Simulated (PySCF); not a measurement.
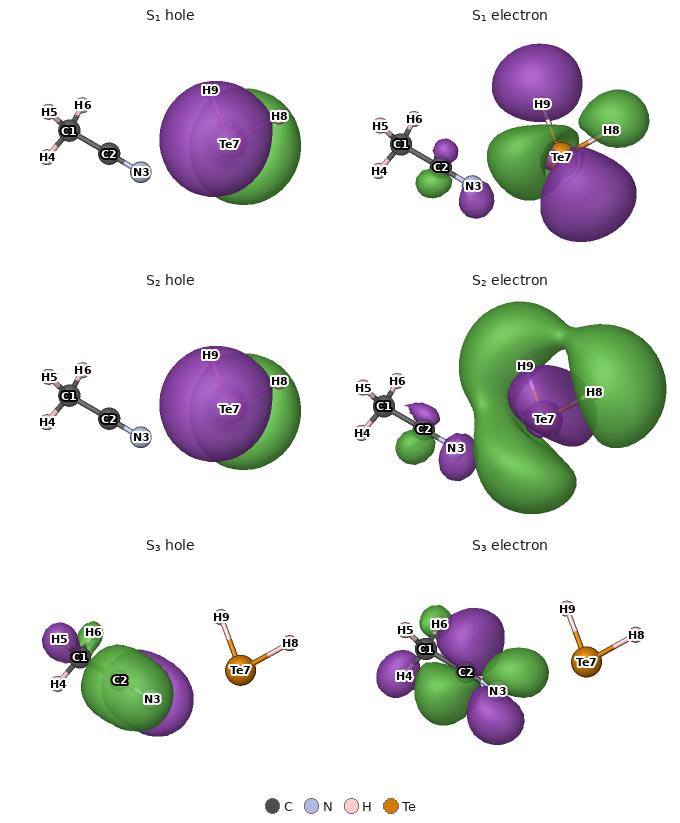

Figure 1: C$_{2}$H$_{5}$NTe, SMILES `CC#N.[TeH2]`. Leading natural transition orbitals (CIS singlet states).

Computed with PySCF, HF/def2-SVP, geometry: GFN2-xTB. Core potentials replace the inner electrons of Te; spin–orbit coupling isn't included. The pair's geometry is semi-empirical, so its contact may be too short or too long. GFN2-xTB bond lengths at metals and heavier atoms can be off by up to 0.1 Å and shapes distorted, which carries into these values. Without diffuse functions Rydberg states are missing, so the states' numbers hold for this basis only.

The calculation's input:

```python
import numpy as np
from pyscf import gto, scf, dft, tdscf
from pyscf.scf import atom_ks, atom_hf
from scipy.linalg import block_diag

def solve(mol, dm0=None, hcore=None):
    mf = scf.UHF(mol) if mol.spin else scf.RHF(mol)
    mf = mf.density_fit(auxbasis='def2-universal-jkfit')
    mf.conv_tol, mf.max_cycle = 1e-8, 80
    if hcore is not None:
        mf.get_hcore = lambda *args: hcore
    mf.kernel(dm0)
    if not mf.converged:
        mf = mf.newton().run(mf.mo_coeff, mf.mo_occ, max_cycle=30)
    assert mf.converged, 'SCF not converged'
    return mf

mol = gto.M(atom='''
C     -3.85393     0.40601    -0.00467
C     -2.58161    -0.25376     0.00249
N     -1.56982    -0.78607     0.00774
H     -4.63351    -0.30323    -0.28045
H     -4.06114     0.80577     0.98726
H     -3.83394     1.22208    -0.72629
Te     1.13567     0.01112    -0.00122
H      2.61388     0.77136    -0.00303
H      0.46173     1.51453     0.04477
''', basis='def2-svp', ecp={'Te': 'def2-svp'}, charge=0, spin=0, verbose=4)
mf = solve(mol)
td = mf.TDA()
td.nstates, td.singlet, td.conv_tol = 5, True, 1e-5
td.kernel()
td.analyze()
x, y = np.array([p[0] for p in td.xy]), np.array([p[1] + 0 * p[0] for p in td.xy])
f, mu = td.oscillator_strength(), td.transition_dipole()
nto = [td.get_nto(state=i + 1, verbose=4) for i in range(len(td.e))]
# spherically averaged free atoms, for the promolecule
atm = scf.atom_hf.get_atm_nrhf(mol)
pro = block_diag(*[(atm[a[0]][2] * atm[a[0]][3]) @ atm[a[0]][2].T for a in mol._atom])
np.savez('result.npz', e=td.e, f=f, ok=td.converged, w=[n[0] for n in nto], nto=[n[1] for n in nto], x=x, y=y, c=mf.mo_coeff, occ=mf.mo_occ, eps=mf.mo_energy, pro=pro, mu=mu)
```

Run with:

```sh
OMP_NUM_THREADS=1 python input.py
```

The run took 41 s on 1 thread of Arm Neoverse V1, on a shared host, peak memory 0.39 GiB.

**Describe these excited states.**

By state:
- S₁: 4.81 eV (258 nm), f = 0.000 (dark); the leading pair carries 100 %; hole on Te7 (93 %), electron on Te7 (66 %), H9 (20 %) and H8 (8 %); their centroids lie 0.2 Å apart.
- S₂: 6.61 eV (188 nm), f = 0.003; the leading pair carries 99 %; hole on Te7 (93 %), electron on Te7 (54 %), H8 (27 %) and H9 (13 %); their centroids lie 0.6 Å apart.
- S₃: 7.68 eV (161 nm), f = 0.000 (very weak); the leading pair carries 69 %; hole on N3 (52 %) and C2 (37 %), electron on C2 (41 %), N3 (40 %) and C1 (9 %) (shares are of the whole state, not of the leading pair alone); their centroids lie 0.3 Å apart.
